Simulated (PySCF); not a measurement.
# ZnHCl (SMILES [Cl][ZnH]) at 5 levels

We compute a comparison of 5 runs (HF/STO-3G, B3LYP/6-31G*, PBE0/def2-SVP, MP2/STO-3G, MP2/def2-SVP) of ZnHCl. 

Program for the calculation: PySCF 2.14.0.

### 1 The structure to begin with

ZnHCl has 3 atoms, charge 0, and is taken as a singlet. SMILES: `[Cl][ZnH]`. The shape is that of a PBE0-D4/def2-TZVP optimisation.

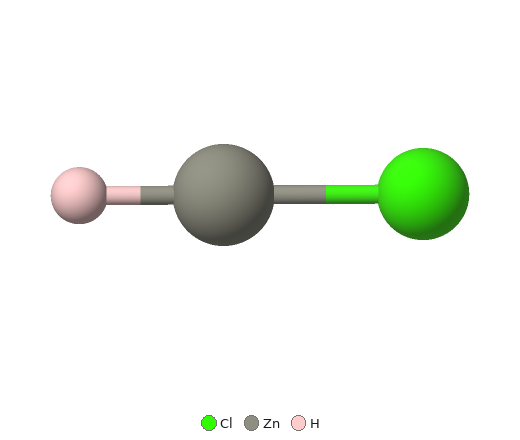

Viewed from a chosen angle; chlorine green, zinc grey, hydrogen pink.

### 2 Energy and gradient at HF/STO-3G (run 1)

Input file run.py:

```python
from pyscf import gto, scf

molecule = gto.M(
    atom='''
Cl       1.621600      -0.593300       0.815700
Zn      -0.168900       0.036300      -0.087800
H       -1.463600       0.492300      -0.741100
''',
    max_memory=1860,
    spin=0,
    basis='sto-3g',
    verbose=4,
    charge=0,
)

myscf = scf.RHF(molecule)
myscf.conv_tol = 1e-10
myscf.kernel()
if not myscf.converged:
    myscf = myscf.newton().run(myscf.mo_coeff, myscf.mo_occ)

energy = myscf.e_tot
print('E(%s) = %.9f' % ('HF', energy))
grad = myscf.nuc_grad_method().kernel()
myscf.analyze()
```

Started as:

```bash
$ OMP_NUM_THREADS=1 python run.py
```

What it wrote:

```text
PySCF version 2.14.0

[INPUT] num. atoms = 3
[INPUT] num. electrons = 48
[INPUT] charge = 0
[INPUT] spin (= nelec alpha-beta = 2S) = 0
[INPUT] symmetry False subgroup None
[INPUT] Mole.unit = angstrom
[INPUT] Symbol           X                Y                Z      unit          X                Y                Z       unit  Magmom
[INPUT]  1 Cl     1.621600000000  -0.593300000000   0.815700000000 AA    3.064379883595  -1.121174509704   1.541449599808 Bohr   0.0
[INPUT]  2 Zn    -0.168900000000   0.036300000000  -0.087800000000 AA   -0.319174742439   0.068597058322  -0.165917953737 Bohr   0.0
[INPUT]  3 H     -1.463600000000   0.492300000000  -0.741100000000 AA   -2.765803155913   0.930312171123  -1.400476030915 Bohr   0.0

[... 63 lines left out ...]
Two-electron Energy =                 1014.646498661633018
[... 6 lines left out ...]
MO #3   energy= -43.6815952024014  occ= 2
[... 4 lines left out ...]
MO #8   energy= -7.69386242104967  occ= 2
[... 4 lines left out ...]
MO #13  energy= -3.84385745010996  occ= 2
[... 4 lines left out ...]
MO #18  energy= -0.510769050127849 occ= 2
[... 4 lines left out ...]
MO #23  energy= -0.349529466338965 occ= 2
[... 4 lines left out ...]
MO #28  energy= 0.694400566058557  occ= 0
[... 34 lines left out ...]
Dipole moment(X, Y, Z, Debye): -2.38553,  0.84184, -1.20370
```

It took 1.4 s on 1 thread of Intel Xeon at 2.70GHz, shared host; peak memory 0.12 GiB.

### 3 Energy and forces at B3LYP/6-31G(d) (spherical functions) (run 2)

Input file calc.py:

```python
from pyscf import gto, dft

system = gto.M(
    atom=[
    ('Cl', (1.621600, -0.593300, 0.815700)),
    ('Zn', (-0.168900, 0.036300, -0.087800)),
    ('H', (-1.463600, 0.492300, -0.741100)),
],
    spin=0,
    max_memory=1860,
    verbose=4,
    basis='6-31g*',
)

calc0 = dft.RKS(system)
calc0.xc = 'b3lyp'
calc0.grids.level = 5
calc0.conv_tol = 1e-10
calc0.kernel()
if not calc0.converged:
    calc0 = calc0.newton().run(calc0.mo_coeff, calc0.mo_occ)

e_final = calc0.e_tot
print(f'total energy: {e_final:.8f} hartree')
grad = calc0.nuc_grad_method().kernel()
calc0.analyze()
```

Started as:

```bash
$ OMP_NUM_THREADS=1 python calc.py
```

What it wrote:

```text
PySCF version 2.14.0

[INPUT] num. atoms = 3
[INPUT] num. electrons = 48
[INPUT] charge = 0
[INPUT] spin (= nelec alpha-beta = 2S) = 0
[INPUT] symmetry False subgroup None
[INPUT] Mole.unit = angstrom
[INPUT] Symbol           X                Y                Z      unit          X                Y                Z       unit  Magmom
[INPUT]  1 Cl     1.621600000000  -0.593300000000   0.815700000000 AA    3.064379883595  -1.121174509704   1.541449599808 Bohr   0.0
[INPUT]  2 Zn    -0.168900000000   0.036300000000  -0.087800000000 AA   -0.319174742439   0.068597058322  -0.165917953737 Bohr   0.0
[INPUT]  3 H     -1.463600000000   0.492300000000  -0.741100000000 AA   -2.765803155913   0.930312171123  -1.400476030915 Bohr   0.0

[... 74 lines left out ...]
Two-electron Energy =                 1018.790528275912266
[... 9 lines left out ...]
MO #6   energy= -37.2406496651266  occ= 2
[... 7 lines left out ...]
MO #14  energy= -3.22825950550372  occ= 2
[... 7 lines left out ...]
MO #22  energy= -0.33187047982305  occ= 2
[... 7 lines left out ...]
MO #30  energy= 0.177545416102077  occ= 0
[... 7 lines left out ...]
MO #38  energy= 0.873895426398656  occ= 0
[... 7 lines left out ...]
MO #46  energy= 2.04761538443504   occ= 0
[... 7 lines left out ...]
MO #54  energy= 2.51954976849199   occ= 0
[... 60 lines left out ...]
Dipole moment(X, Y, Z, Debye): -1.64468,  0.57738, -0.82994
```

Wall time 11 s (1 thread of Intel Xeon at 2.70GHz, shared host); peak memory 0.55 GiB.

Run 3 isn't shown in full; the table further down has it.

### 4 Energy and forces at MP2/STO-3G (run 4)

Input file input.py:

```python
from pyscf import gto, mp

system = gto.M(
    atom=[
    ('Cl', (1.621600, -0.593300, 0.815700)),
    ('Zn', (-0.168900, 0.036300, -0.087800)),
    ('H', (-1.463600, 0.492300, -0.741100)),
],
    max_memory=1860,
    verbose=4,
    basis='sto-3g',
    spin=0,
)

calc0 = system.RHF()
calc0.conv_tol = 1e-10
calc0.kernel()
if not calc0.converged:
    calc0 = calc0.newton().run(calc0.mo_coeff, calc0.mo_occ)

pt = mp.MP2(calc0, frozen=10).run()
e_tot = pt.e_tot
print('E(%s) = %.9f' % ('MP2', e_tot))
grad = pt.nuc_grad_method().kernel()
calc0.analyze()
```

Started as:

```bash
$ OMP_NUM_THREADS=1 python input.py
```

What it wrote:

```text
PySCF version 2.14.0

[INPUT] num. atoms = 3
[INPUT] num. electrons = 48
[INPUT] charge = 0
[INPUT] spin (= nelec alpha-beta = 2S) = 0
[INPUT] symmetry False subgroup None
[INPUT] Mole.unit = angstrom
[INPUT] Symbol           X                Y                Z      unit          X                Y                Z       unit  Magmom
[INPUT]  1 Cl     1.621600000000  -0.593300000000   0.815700000000 AA    3.064379883595  -1.121174509704   1.541449599808 Bohr   0.0
[INPUT]  2 Zn    -0.168900000000   0.036300000000  -0.087800000000 AA   -0.319174742439   0.068597058322  -0.165917953737 Bohr   0.0
[INPUT]  3 H     -1.463600000000   0.492300000000  -0.741100000000 AA   -2.765803155913   0.930312171123  -1.400476030915 Bohr   0.0

[... 68 lines left out ...]
Two-electron Energy =                 1014.646498661633018
[... 6 lines left out ...]
MO #3   energy= -43.6815952024014  occ= 2
[... 4 lines left out ...]
MO #8   energy= -7.69386242104967  occ= 2
[... 4 lines left out ...]
MO #13  energy= -3.84385745010996  occ= 2
[... 4 lines left out ...]
MO #18  energy= -0.510769050127849 occ= 2
[... 4 lines left out ...]
MO #23  energy= -0.349529466338965 occ= 2
[... 4 lines left out ...]
MO #28  energy= 0.694400566058557  occ= 0
[... 34 lines left out ...]
Dipole moment(X, Y, Z, Debye): -2.38553,  0.84184, -1.20370
```

It took 2 s on 1 thread of Intel Xeon at 2.70GHz, shared host; peak memory 0.13 GiB.

### 5 Energy and forces at MP2/def2-SVP (run 5)

Input file input.py:

```python
import pyscf.grad
from pyscf import gto, scf, mp

mol = gto.M(
    atom='''
Cl     3.064380    -1.121175     1.541450
Zn    -0.319175     0.068597    -0.165918
H     -2.765803     0.930312    -1.400476
''',
    spin=0,
    verbose=4,
    max_memory=1860,
    charge=0,
    basis='def2-svp',
    unit='bohr',
)

myscf = scf.RHF(mol)
myscf.conv_tol = 1e-10
myscf.kernel()
if not myscf.converged:
    myscf = myscf.newton().run(myscf.mo_coeff, myscf.mo_occ)

pt = mp.MP2(myscf, frozen=10).run()
e_tot = pt.e_tot
print('Final energy', e_tot)
grad = pt.Gradients().kernel()
myscf.analyze()
```

Started as:

```bash
$ OMP_NUM_THREADS=1 python input.py
```

What it wrote:

```text
PySCF version 2.14.0

[INPUT] num. atoms = 3
[INPUT] num. electrons = 48
[INPUT] charge = 0
[INPUT] spin (= nelec alpha-beta = 2S) = 0
[INPUT] symmetry False subgroup None
[INPUT] Mole.unit = bohr
[INPUT] Symbol           X                Y                Z      unit          X                Y                Z       unit  Magmom
[INPUT]  1 Cl     1.621600061599  -0.593300259453   0.815700211773 AA    3.064380000000  -1.121175000000   1.541450000000 Bohr   0.0
[INPUT]  2 Zn    -0.168900136295   0.036299969137  -0.087800024481 AA   -0.319175000000   0.068597000000  -0.165918000000 Bohr   0.0
[INPUT]  3 H     -1.463599917494   0.492299909445  -0.741099983640 AA   -2.765803000000   0.930312000000  -1.400476000000 Bohr   0.0

[... 66 lines left out ...]
Two-electron Energy =                 1022.152494410418058
[... 9 lines left out ...]
MO #6   energy= -38.9851966004743  occ= 2
[... 7 lines left out ...]
MO #14  energy= -3.89905536707324  occ= 2
[... 7 lines left out ...]
MO #22  energy= -0.440312903001301 occ= 2
[... 7 lines left out ...]
MO #30  energy= 0.690645751908574  occ= 0
[... 7 lines left out ...]
MO #38  energy= 1.16691484419554   occ= 0
[... 7 lines left out ...]
MO #46  energy= 1.98006803289082   occ= 0
[... 7 lines left out ...]
MO #54  energy= 7.07867380996515   occ= 0
[... 60 lines left out ...]
Dipole moment(X, Y, Z, Debye): -1.72995,  0.60685, -0.87298
```

Run time: 4.5 s. Hardware: 1 thread of Intel Xeon at 2.70GHz, shared host; peak memory 0.28 GiB.

### 6 The series

```csv
run,level,integration grid,frozen core orbitals,energy (Eh),dipole moment (D) of the reference,HOMO energy (eV),LUMO energy (eV),wall time
1,HF/STO-3G,–,–,-2212.422217,2.80,-4.73,5.00,1.4 s
2,B3LYP/6-31G* (spherical functions),5,–,-2239.939539,1.93,-8.49,-0.77,11 s
3,PBE0/def2-SVP,5,–,-2239.430393,1.88,-8.47,-0.11,8.7 s
4,MP2/STO-3G,–,10,-2212.514075,2.80,-4.73,5.00,2 s
5,MP2/def2-SVP,–,10,-2238.042134,2.03,-11.77,2.27,4.5 s
```

### 7 Summary of results

| quantity | value |
| --- | --- |
| run 5: total energy | -2238.04213 Eh |
| run 5: dipole moment (Hartree–Fock density) | 2.03 D |
| run 5: HOMO energy (Hartree–Fock orbitals) | -11.77 eV |
| run 5: LUMO energy (Hartree–Fock orbitals) | 2.27 eV |
| run 5: HOMO–LUMO gap (Hartree–Fock orbitals) | 14.04 eV |
| run 5: correlation energy (10 core orbitals frozen) | -502.6 mEh |
| run 5: largest force on an atom | 0.204 eV/Å |

What this shows: Over runs 1, 2, 3 the dipole moment (its size) runs from 1.88 D (PBE0/def2-SVP) to 2.80 D (HF/STO-3G). The two ends differ in method and basis. Over runs 1, 2, 3 the HOMO–LUMO gap runs from 7.72 eV (B3LYP/6-31G*) to 9.73 eV (HF/STO-3G). Totals of different functionals can't be ranked against each other. In runs 1, 4 the basis is minimal, so the values are rough. All runs together took 28 s, the longest 11 s.
